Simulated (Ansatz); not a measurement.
# CH3F + GeH3 radical: a complex and its separated parts, part 2 of 2

Ansatz 0.2.0, Gaussian basis. The steps go on from the part before.

**13. CAM-B3LYP-D4/def2-TZVPP**

The inputs:

parta/in.yaml

```yaml
crystal:
  periodic: [false, false, false]
  atoms:
    - {symbol: F, position_ang: [0.361555, -0.928521, 0.405688]}
    - {symbol: C, position_ang: [0.876433, -2.106476, 0.897139]}
    - {symbol: H, position_ang: [1.833833, -1.903001, 1.382107]}
    - {symbol: H, position_ang: [1.020560, -2.805724, 0.070404]}
    - {symbol: H, position_ang: [0.175778, -2.527832, 1.621536]}
basis:
  gaussian: {orbitals: def2-TZVPP}
hamiltonian: {xc: {name: CAM-B3LYP}, dispersion: d4}
```

partb/in.yaml

```yaml
crystal:
  periodic: [false, false, false]
  atoms:
    - {symbol: Ge, position_ang: [-0.945725, 2.265189, -0.963145]}
    - {symbol: H, position_ang: [-0.024735, 3.393562, -0.466827]}
    - {symbol: H, position_ang: [-2.383524, 2.455342, -0.448993]}
    - {symbol: H, position_ang: [-0.914474, 2.157462, -2.497809]}
basis:
  gaussian: {orbitals: def2-TZVPP}
magnetization: {spin_polarized: true, initial_magnetization: 1}
hamiltonian: {xc: {name: CAM-B3LYP}, dispersion: d4}
```

Each run has its own folder and the same command.

Started as:

```
ansatz run in.yaml --threads 8 --pin off --events-out ev --progress --plain --max-ram 19148MiB
```

parta printed (excerpt; [...] marks lines left out):

```text
Functional definition: CAM-B3LYP
  name "CAM-B3LYP"
  cite "Yanai, Tew & Handy, Chem. Phys. Lett. 393, 51 (2004) doi:10.1016/j.cplett.2004.06.011"
  cite "Iikura, Tsuneda, Yanai & Hirao, J. Chem. Phys. 115, 3540 (2001) doi:10.1063/1.1383587"
  cite "Becke, Phys. Rev. A 38, 3098 (1988) doi:10.1103/PhysRevA.38.3098"
  cite "Lee, Yang & Parr, Phys. Rev. B 37, 785 (1988) doi:10.1103/PhysRevB.37.785"
[...]
  # Exact exchange under (alpha + beta erf(omega r))/r, Becke's under what is left of 1/r.
[...]
513 factors; their error is unknown
129 factors; integrals over basis functions are off by at most 1.0e-5 eV
[...]
mean field -3802.97971569 eV, -139.7569267995 hartree, gradient 5.1e-5 eV, S^2 0.000000; 0 other end points of the search recorded, 0 dependent functions left out
reference -3802.97980363 eV, -139.7569300311 hartree; 9, 9 occupied and 95, 95 virtual orbitals, 513 factors
Total energy: -3803.00207854 eV, -139.7577486191 hartree
```

Log of partb (excerpt; [...] marks lines left out):

```text
[... 6 set-up lines as earlier in the session ...]
[...]
  # Exact exchange under (alpha + beta erf(omega r))/r, Becke's under what is left of 1/r.
[...]
566 factors; their error is unknown
144 factors; integrals over basis functions are off by at most 1.0e-5 eV
[...]
mean field -56568.80758895 eV, -2078.8653351788 hartree, gradient 1.2e-5 eV, S^2 0.751510; 0 other end points of the search recorded, 0 dependent functions left out
reference -56568.80768421 eV, -2078.8653386797 hartree; 18, 17 occupied and 72, 73 virtual orbitals, 566 factors
Total energy: -56568.83477343 eV, -2078.8663341903 hartree
```

Times: 0.35 s (parta), 0.5 s (partb) on 8 threads of Arm Neoverse V1, shared host.

**14. wB97X-V/def2-TZVPP**

Each input of step 13 (parta, partb) changes in the same lines:

```diff
-hamiltonian: {xc: {name: CAM-B3LYP}, dispersion: d4}
+hamiltonian: {xc: {name: wB97X-V}}
```

Each run has its own folder and the same command.

Started as:

```
ansatz run in.yaml --threads 8 --pin off --events-out ev --progress --plain --max-ram 19148MiB
```

Log of parta (excerpt; [...] marks lines left out):

```text
Functional definition: wB97X-V
  name "wB97X-V"
  cite "Mardirossian & Head-Gordon, Phys. Chem. Chem. Phys. 16, 9904 (2014) doi:10.1039/C3CP54374A"
[... 2 set-up lines as earlier in the session ...]
[...]
      + integral(e_c_pw_opposite_spin*poly(b97_u_opposite, cos0, cos1)) + vv10(b, c)
513 factors; their error is unknown
129 factors; integrals over basis functions are off by at most 1.3e-5 eV
[...]
mean field -3802.92240858 eV, -139.7548208021 hartree, gradient 3.7e-5 eV, S^2 0.000000; 0 other end points of the search recorded, 0 dependent functions left out
reference -3802.92240734 eV, -139.7548207562 hartree; 9, 9 occupied and 95, 95 virtual orbitals, 513 factors
Total energy: -3802.92240734 eV, -139.7548207562 hartree
```

partb printed (excerpt; [...] marks lines left out):

```text
[... 5 set-up lines as earlier in the session ...]
[...]
      + integral(e_c_pw_opposite_spin*poly(b97_u_opposite, cos0, cos1)) + vv10(b, c)
566 factors; their error is unknown
127 factors; integrals over basis functions are off by at most 3.1e-5 eV
[...]
mean field -56560.28974765 eV, -2078.5523102846 hartree, gradient 2.2e-5 eV, S^2 0.751430; 0 other end points of the search recorded, 0 dependent functions left out
reference -56560.28974683 eV, -2078.5523102546 hartree; 18, 17 occupied and 72, 73 virtual orbitals, 566 factors
Total energy: -56560.28974683 eV, -2078.5523102546 hartree
```

Wall times: 0.65 s (parta), 1 s (partb) on 8 threads of Arm Neoverse V1, shared host.

**15. wB97M-V/def2-TZVPP**

The same edit goes into each in.yaml of step 14 (parta, partb):

```diff
-hamiltonian: {xc: {name: wB97X-V}}
+hamiltonian: {xc: {name: wB97M-V}}
```

The same command starts each run, in its folder.

Started as:

```
ansatz run in.yaml --threads 8 --pin off --events-out ev --progress --plain --max-ram 19148MiB
```

Output in parta (excerpt; [...] marks lines left out):

```text
Functional definition: wB97M-V
  name "wB97M-V"
  cite "Mardirossian & Head-Gordon, J. Chem. Phys. 144, 214110 (2016) doi:10.1063/1.4952647"
[... 2 set-up lines as earlier in the session ...]
  # Of w^i u^j: cxij and so on, Table III.
[...]
  gx(w, u) = 1 - cx + cx01*u + cx10*w
[...]
      + integral(e_c_pw_mod_opposite_spin*gos(b97_w_opposite, b97_u_opposite)) + vv10(b, c)
513 factors; their error is unknown
129 factors; integrals over basis functions are off by at most 1.3e-5 eV
[...]
mean field -3802.72398227 eV, -139.7475287694 hartree, gradient 5.6e-5 eV, S^2 0.000000; 0 other end points of the search recorded, 0 dependent functions left out
reference -3802.72401252 eV, -139.7475298811 hartree; 9, 9 occupied and 95, 95 virtual orbitals, 513 factors
Total energy: -3802.72401252 eV, -139.7475298811 hartree
```

Output in partb (excerpt; [...] marks lines left out):

```text
[... 5 set-up lines as earlier in the session ...]
  # Of w^i u^j: cxij and so on, Table III.
[...]
  gx(w, u) = 1 - cx + cx01*u + cx10*w
[...]
      + integral(e_c_pw_mod_opposite_spin*gos(b97_w_opposite, b97_u_opposite)) + vv10(b, c)
563 factors; their error is unknown
127 factors; integrals over basis functions are off by at most 3.1e-5 eV
[...]
mean field -56562.00183050 eV, -2078.6152281692 hartree, gradient 7.8e-5 eV, S^2 0.751249; 0 other end points of the search recorded, 0 dependent functions left out
reference -56562.00186428 eV, -2078.6152294106 hartree; 18, 17 occupied and 72, 73 virtual orbitals, 563 factors
Total energy: -56562.00186428 eV, -2078.6152294106 hartree
```

Wall times: 0.75 s (parta), 1.2 s (partb) on 8 threads of Arm Neoverse V1, shared host.

**16. B2PLYP/def2-TZVPP**

Each input of step 15 (parta, partb) changes in the same lines:

```diff
-hamiltonian: {xc: {name: wB97M-V}}
+hamiltonian: {xc: {name: B2PLYP}}
```

Each run has its own folder and the same command.

Started as:

```
ansatz run in.yaml --threads 8 --pin off --events-out ev --progress --plain --max-ram 19148MiB
```

parta printed (excerpt; [...] marks lines left out):

```text
Functional definition: B2PLYP
  name "B2PLYP"
  cite "Grimme, J. Chem. Phys. 124, 034108 (2006) doi:10.1063/1.2148954"
[... 2 set-up lines as earlier in the session ...]
[...]
623 factors; integrals over basis functions are off by at most 9.3e-4 eV
[...]
mean field -3797.92305873 eV, -139.5710980836 hartree, gradient 4.1e-6 eV, S^2 0.000000; 0 other end points of the search recorded, 0 dependent functions left out
2 core orbitals not correlated: weight in the atoms' cores, before any rotation towards them, 1.000 or more for the frozen orbitals, at most 0.000 for the correlated occupied ones
reference -3797.92317001 eV, -139.5711021729 hartree; 7, 7 occupied and 95, 95 virtual orbitals, 623 factors
second order -13.94588701 eV of doubles, -0.00000000 eV of singles
Total energy: -3801.68855950 eV, -139.7094776845 hartree
```

partb printed (excerpt; [...] marks lines left out):

```text
[... 5 set-up lines as earlier in the session ...]
[...]
544 factors; integrals over basis functions are off by at most 1.1e-3 eV
[...]
mean field -56553.13541337 eV, -2078.2893933493 hartree, gradient 6.0e-6 eV, S^2 0.752337; 0 other end points of the search recorded, 0 dependent functions left out
9 core orbitals not correlated: weight in the atoms' cores, before any rotation towards them, 1.000 or more for the frozen orbitals, at most 0.000 for the correlated occupied ones
reference -56553.13553818 eV, -2078.2893979362 hartree; 9, 8 occupied and 72, 73 virtual orbitals, 544 factors
second order -8.32071702 eV of doubles, -0.00000000 eV of singles
Total energy: -56555.38213178 eV, -2078.3719587280 hartree
```

Wall times: 0.4 s (parta), 0.55 s (partb) on 8 threads of Arm Neoverse V1, shared host.

**17. PBE-QIDH/def2-TZVPP**

The same edit goes into each in.yaml of step 16 (parta, partb):

```diff
-hamiltonian: {xc: {name: B2PLYP}}
+hamiltonian: {xc: {name: PBE-QIDH}}
```

Each run has its own folder and the same command.

Started as:

```
ansatz run in.yaml --threads 8 --pin off --events-out ev --progress --plain --max-ram 19148MiB
```

Output in parta (excerpt; [...] marks lines left out):

```text
Functional definition: PBE-QIDH
  name "PBE-QIDH"
  cite "Brémond, Sancho-García, Pérez-Jiménez & Adamo, J. Chem. Phys. 141, 031101 (2014) doi:10.1063/1.4890314"
[... 1 set-up line as earlier in the session ...]
[...]
623 factors; integrals over basis functions are off by at most 9.3e-4 eV
[...]
mean field -3795.39656281 eV, -139.4782510712 hartree, gradient 7.3e-6 eV, S^2 0.000000; 0 other end points of the search recorded, 0 dependent functions left out
2 core orbitals not correlated: weight in the atoms' cores, before any rotation towards them, 1.000 or more for the frozen orbitals, at most 0.000 for the correlated occupied ones
reference -3795.39657038 eV, -139.4782513494 hartree; 7, 7 occupied and 95, 95 virtual orbitals, 623 factors
second order -13.04735982 eV of doubles, -0.00000000 eV of singles
Total energy: -3799.74569032 eV, -139.6380785592 hartree
```

partb printed (excerpt; [...] marks lines left out):

```text
[... 4 set-up lines as earlier in the session ...]
[...]
544 factors; integrals over basis functions are off by at most 1.1e-3 eV
[...]
mean field -56546.82070743 eV, -2078.0573321863 hartree, gradient 2.7e-6 eV, S^2 0.753487; 0 other end points of the search recorded, 0 dependent functions left out
9 core orbitals not correlated: weight in the atoms' cores, before any rotation towards them, 1.000 or more for the frozen orbitals, at most 0.000 for the correlated occupied ones
reference -56546.82071692 eV, -2078.0573325352 hartree; 9, 8 occupied and 72, 73 virtual orbitals, 544 factors
second order -7.71264283 eV of doubles, -0.00000000 eV of singles
Total energy: -56549.39159787 eV, -2078.1518106673 hartree
```

Times: 0.4 s (parta), 0.55 s (partb) on 8 threads of Arm Neoverse V1, shared host.

**18. RPA on PBE/def2-TZVPP**

Each input of step 17 (parta, partb) changes in the same lines:

```diff
-hamiltonian: {xc: {name: PBE-QIDH}}
+hamiltonian: {xc: pbe}
+correlation: {method: rpa}
```

One command serves all of them, each in its own folder.

Started as:

```
ansatz run in.yaml --threads 8 --pin off --events-out ev --progress --plain --max-ram 19148MiB
```

parta printed (excerpt; [...] marks lines left out):

```text
[... 4 set-up lines as earlier in the session ...]
[...]
623 factors; integrals over basis functions are off by at most 9.3e-4 eV
[...]
mean field -3800.00387767 eV, -139.6475667694 hartree, gradient 6.8e-6 eV, S^2 0.000000; 0 other end points of the search recorded, 0 dependent functions left out
2 core orbitals not correlated: weight in the atoms' cores, before any rotation towards them, 1.000 or more for the frozen orbitals, at most 0.000 for the correlated occupied ones
reference -3784.56997827 eV, -139.0803814278 hartree; 7, 7 occupied and 95, 95 virtual orbitals, 623 factors
Total energy: -3803.38886269 eV, -139.7719626743 hartree
```

partb printed (excerpt; [...] marks lines left out):

```text
[... 4 set-up lines as earlier in the session ...]
[...]
544 factors; integrals over basis functions are off by at most 1.1e-3 eV
[...]
mean field -56556.73705164 eV, -2078.4217511147 hartree, gradient 4.0e-7 eV, S^2 0.751793; 0 other end points of the search recorded, 0 dependent functions left out
9 core orbitals not correlated: weight in the atoms' cores, before any rotation towards them, 1.000 or more for the frozen orbitals, at most 0.000 for the correlated occupied ones
reference -56519.15065725 eV, -2077.0404765975 hartree; 9, 8 occupied and 72, 73 virtual orbitals, 544 factors
Total energy: -56530.95295696 eV, -2077.4742031120 hartree
```

They took 0.4 s (parta), 0.5 s (partb) on 8 threads of Arm Neoverse V1, shared host.

**19. CCSD(T)/def2-TZVPP**

Edit parta/in.yaml of step 18 so:

```diff
@@ -10,3 +10,2 @@
   gaussian: {orbitals: def2-TZVPP}
-hamiltonian: {xc: pbe}
-correlation: {method: rpa}
+correlation: {method: ccsd_t}
```

Edit partb/in.yaml of step 18 so:

```diff
@@ -10,3 +10,3 @@
 magnetization: {spin_polarized: true, initial_magnetization: 1}
-hamiltonian: {xc: pbe}
-correlation: {method: rpa}
+correlation: {method: ccsd_t}
+scf: {omitted_lower_state_checks: [cluster_reference]}
```

One command serves all of them, each in its own folder.

Started as:

```
ansatz run in.yaml --threads 8 --pin off --events-out ev --progress --plain --max-ram 19148MiB
```

parta printed (excerpt; [...] marks lines left out):

```text
Functional definition: HF
  name "HF"
  cite "Fock, Z. Phys. 61, 126 (1930) doi:10.1007/BF01340294"
[... 1 set-up line as earlier in the session ...]
[...]
623 factors; integrals over basis functions are off by at most 9.3e-4 eV
[...]
mean field -3785.16421106 eV, -139.1022190800 hartree, gradient 1.1e-6 eV, S^2 0.000000; 0 other end points of the search recorded, 0 dependent functions left out
2 core orbitals not correlated: weight in the atoms' cores, before any rotation towards them, 1.000 or more for the frozen orbitals, at most 0.000 for the correlated occupied ones
reference -3785.16421106 eV, -139.1022190800 hartree; 7, 7 occupied and 95, 95 virtual orbitals, 623 factors
second order -11.75845649 eV of doubles, -0.00000000 eV of singles
cycle   1  -11.91685025 eV  change   -1.6e-1 eV  update   6.3e-2
[...]
cycle   8  -12.21473873 eV  change    9.3e-6 eV  update   1.1e-5
perturbative correction -0.35290349 eV, -0.0129689640 hartree
Total energy: -3797.73185328 eV, -139.5640714128 hartree
```

Output in partb (excerpt; [...] marks lines left out):

```text
[... 4 set-up lines as earlier in the session ...]
[...]
544 factors; integrals over basis functions are off by at most 1.1e-3 eV
[...]
mean field -56519.92385089 eV, -2077.0688909397 hartree, gradient 2.0e-6 eV, S^2 0.754853; 0 other end points of the search recorded, 0 dependent functions left out
[...]
reference -56519.92385089 eV, -2077.0688909397 hartree; 9, 8 occupied and 72, 73 virtual orbitals, 544 factors
second order -6.81080904 eV of doubles, -0.00000000 eV of singles
cycle   1  -6.93080555 eV  change   -1.2e-1 eV  update   7.0e-2
[...]
cycle   9  -7.26243722 eV  change    4.4e-6 eV  update   1.4e-5
perturbative correction -0.21715077 eV, -0.0079801435 hartree
Total energy: -56527.40343887 eV, -2077.3437607282 hartree
Checks for a lower state left out: cluster_reference
```

Wall times: 0.6 s (parta), 1.4 s (partb) on 8 threads of Arm Neoverse V1, shared host.

**20. Vibrations of CH3F**

File vib-parta/in.yaml:

```yaml
crystal:
  periodic: [false, false, false]
  atoms:
    - {symbol: F, position_ang: [0.361555, -0.928521, 0.405688]}
    - {symbol: C, position_ang: [0.876433, -2.106476, 0.897139]}
    - {symbol: H, position_ang: [1.833833, -1.903001, 1.382107]}
    - {symbol: H, position_ang: [1.020560, -2.805724, 0.070404]}
    - {symbol: H, position_ang: [0.175778, -2.527832, 1.621536]}
basis:
  gaussian: {orbitals: def2-TZVP}
hamiltonian: {xc: pbe0, dispersion: d4}
phonons: {temperatures: {t_min: 298.15, t_max: 900, t_step: 200}}
```

Started as:

```
ansatz run in.yaml --threads 8 --pin off --events-out ev --progress --plain --max-ram 19148MiB
```

What it wrote (excerpt; [...] marks lines left out):

```text
[... 5 set-up lines as earlier in the session ...]
[...]
468 factors; their error is unknown
[...]
mean field -3800.17369471 eV, -139.6538074302 hartree, gradient 4.6e-6 eV, S^2 0.000000; 0 other end points of the search recorded, 0 dependent functions left out
[...]
Atom 2 at     1.833833    -1.903001     1.382107 Å, force     0.000525    -0.000035     0.000298 eV/Å
Atom 3 at     1.020560    -2.805724     0.070404 Å, force     0.000131    -0.000474    -0.000328 eV/Å
Atom 4 at     0.175778    -2.527832     1.621536 Å, force    -0.000281    -0.000339     0.000414 eV/Å
Dipole moment:     0.139760    -0.319747     0.133402 e Å
Vibrations: 1096.76 1198.71 1198.73 1485.07 1489.20 1489.20 3043.59 3131.04 3131.07 cm⁻¹, zero-point energy 1.070193 eV
```

It took 3 s on 8 threads of Arm Neoverse V1, shared host.

Wavenumbers and character of the modes:

| mode | wavenumber (cm⁻¹) | character |
| --- | --- | --- |
| 1 | 1097 | C–F stretch |
| 2 | 1199 | bend |
| 3 | 1199 | bend |
| 4 | 1485 | bend |
| 5 | 1489 | bend |
| 6 | 1489 | bend |
| 7 | 3044 | C–H stretch |
| 8 | 3131 | C–H stretch |
| 9 | 3131 | C–H stretch |

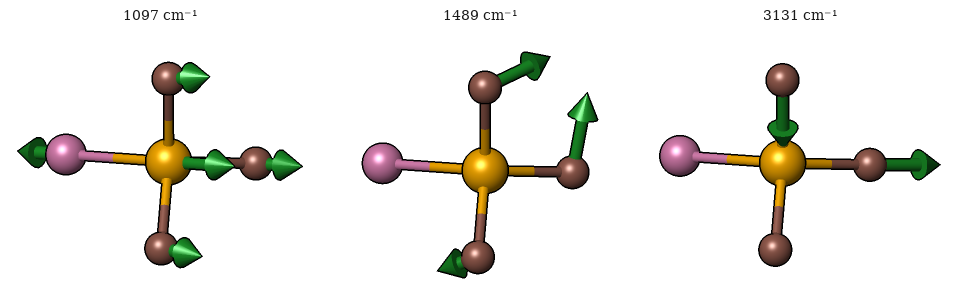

How the atoms move in 3 of the modes.

Vibrational sums (real modes only):

| T (K) | entropy (J/mol/K) | heat capacity (J/mol/K) |
| --- | --- | --- |
| 298 | 0.8 | 3.9 |
| 498 | 5.8 | 17.2 |
| 698 | 13.6 | 29.5 |
| 898 | 22.2 | 39.0 |

**21. Vibrations of GeH3 radical**

File vib-partb/in.yaml:

```yaml
crystal:
  periodic: [false, false, false]
  atoms:
    - {symbol: Ge, position_ang: [-0.945725, 2.265189, -0.963145]}
    - {symbol: H, position_ang: [-0.024735, 3.393562, -0.466827]}
    - {symbol: H, position_ang: [-2.383524, 2.455342, -0.448993]}
    - {symbol: H, position_ang: [-0.914474, 2.157462, -2.497809]}
basis:
  gaussian: {orbitals: def2-TZVP}
magnetization: {spin_polarized: true, initial_magnetization: 1}
hamiltonian: {xc: pbe0, dispersion: d4}
phonons: {temperatures: {t_min: 298.15, t_max: 900, t_step: 200}}
```

Started as:

```
ansatz run in.yaml --threads 8 --pin off --events-out ev --progress --plain --max-ram 19148MiB
```

What it wrote (excerpt; [...] marks lines left out):

```text
[... 5 set-up lines as earlier in the session ...]
[...]
533 factors; their error is unknown
[...]
mean field -56558.31508346 eV, -2078.4797427143 hartree, gradient 5.9e-5 eV, S^2 0.752139; 0 other end points of the search recorded, 0 dependent functions left out
[...]
Atom 1 at    -0.024735     3.393562    -0.466827 Å, force     0.002687     0.003188     0.001463 eV/Å
Atom 2 at    -2.383524     2.455342    -0.448993 Å, force    -0.004128     0.000480     0.001519 eV/Å
Atom 3 at    -0.914474     2.157462    -2.497809 Å, force     0.000121    -0.000382    -0.004407 eV/Å
Dipole moment:     0.002492    -0.006223     0.002692 e Å
Vibrations: 693.61 854.66 854.71 2112.38 2152.89 2152.90 cm⁻¹, zero-point energy 0.546842 eV
```

Run time: 3.2 s. Hardware: 8 threads of Arm Neoverse V1, shared host.

Wavenumbers and character of the modes:

| mode | wavenumber (cm⁻¹) | character |
| --- | --- | --- |
| 1 | 694 | bend |
| 2 | 855 | bend |
| 3 | 855 | bend |
| 4 | 2112 | Ge–H stretch |
| 5 | 2153 | Ge–H stretch |
| 6 | 2153 | Ge–H stretch |

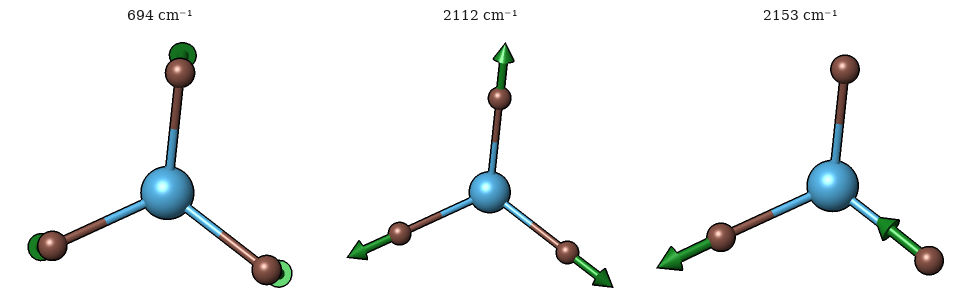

How the atoms move in 3 of the modes.

Vibrational sums (real modes only):

| T (K) | entropy (J/mol/K) | heat capacity (J/mol/K) |
| --- | --- | --- |
| 298 | 2.7 | 8.3 |
| 498 | 9.4 | 18.2 |
| 698 | 16.9 | 26.0 |
| 898 | 24.2 | 31.9 |

**22. Complex less separated parts**

The complex's own energies come from single points at the same levels.

Rows are in def2-TZVPP; times add the 3 runs of a level on a shared host, so small differences are noise.

Differences are taken before rounding.

| method | rung | complex less parts (kcal/mol) | from CCSD(T) (kcal/mol) | time |
| --- | --- | --- | --- | --- |
| SPW92 | LDA | -0.75 | -0.54 | 1.1 s |
| PBE-D4 | GGA | -0.61 | -0.40 | 1.8 s |
| BLYP-D4 | GGA | -0.57 | -0.36 | 1.7 s |
| r2SCAN-D4 | meta-GGA | -0.36 | -0.15 | 3.9 s |
| B97M-V | meta-GGA | -0.60 | -0.39 | 6.4 s |
| PBE0-D4 | hybrid | -0.41 | -0.20 | 2.4 s |
| B3LYP-D4 | hybrid | -0.51 | -0.30 | 2.2 s |
| r2SCAN0-D4 | hybrid | -0.34 | -0.13 | 4.5 s |
| BHLYP-D4 | hybrid | -0.45 | -0.23 | 2.4 s |
| CAM-B3LYP-D4 | range-separated hybrid | -0.50 | -0.29 | 2.6 s |
| wB97X-V | range-separated hybrid | -0.27 | -0.05 | 5.4 s |
| wB97M-V | range-separated hybrid | -0.32 | -0.11 | 6.3 s |
| B2PLYP | double hybrid | -0.08 | +0.13 | 3.2 s |
| PBE-QIDH | double hybrid | -0.04 | +0.18 | 3.3 s |
| RPA on PBE | RPA | -0.15 | +0.07 | 3.2 s |
| Hartree-Fock | wavefunction | 0.52 | +0.73 |  |
| MP2 | wavefunction | -0.18 | +0.03 |  |
| CCSD | wavefunction | -0.12 | +0.09 |  |
| CCSD(T) | wavefunction | -0.21 | 0 | 2.2 min |

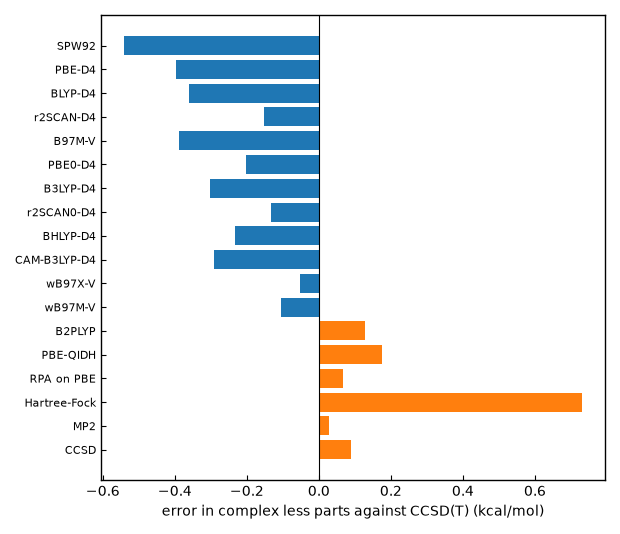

Error of each method against CCSD(T).

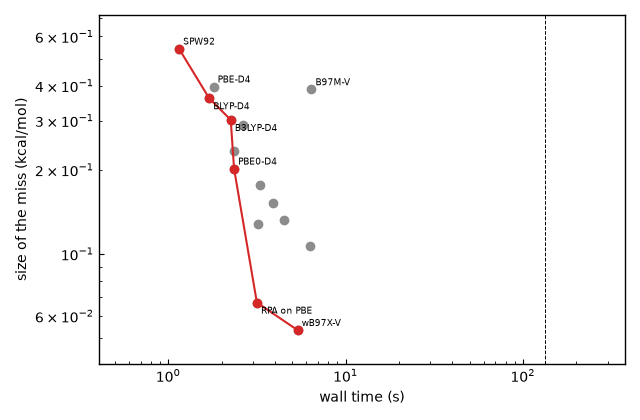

Accuracy for the time spent; red marks the levels that beat every quicker one drawn (of those quicker than the yardstick), and the dashed line is the time of CCSD(T). Only those levels and the largest misses are named. Times are from a shared host.

wB97X-V reaches 0.05 kcal/mol from the reference in 5.4 s, where CCSD(T) took 2.2 min; the quickest level in the cost chart, SPW92, takes 1.1 s and misses by 0.54 kcal/mol.

The complex's zero-point energy, from a separate PBE0-D4 run, is 1.617 eV.

**23. Summary of results**

What follows sums up all 2 parts.

```
                              quantity           value
complex less parts, CCSD(T)/def2-TZVPP  -0.21 kcal/mol
                with zero-point energy  -0.21 kcal/mol
                 largest T1 diagnostic           0.012
```

In words: At CCSD(T) the complex lies 0.21 kcal/mol below its parts. The functionals run from wB97X-V, off by -0.05 kcal/mol, to SPW92, off by -0.54 kcal/mol, against CCSD(T). Mean unsigned error by rung: LDA 0.54, GGA 0.38, meta-GGA 0.27, hybrid 0.22, range-separated hybrid 0.15, double hybrid 0.15 kcal/mol. The double hybrids carry no dispersion term here, unlike the levels marked D4 or V. PBE-D4 gives a relative energy 0.40 kcal/mol too low, an error of 187 % of the reference. The complex's frequency run has imaginary modes: the structure is no minimum, so both the energy and the zero-point correction are in doubt. No counterpoise was applied, and triple zeta lacks some correlation, so the CCSD(T) reference has a basis error of its own, and close matches with it are partly luck.
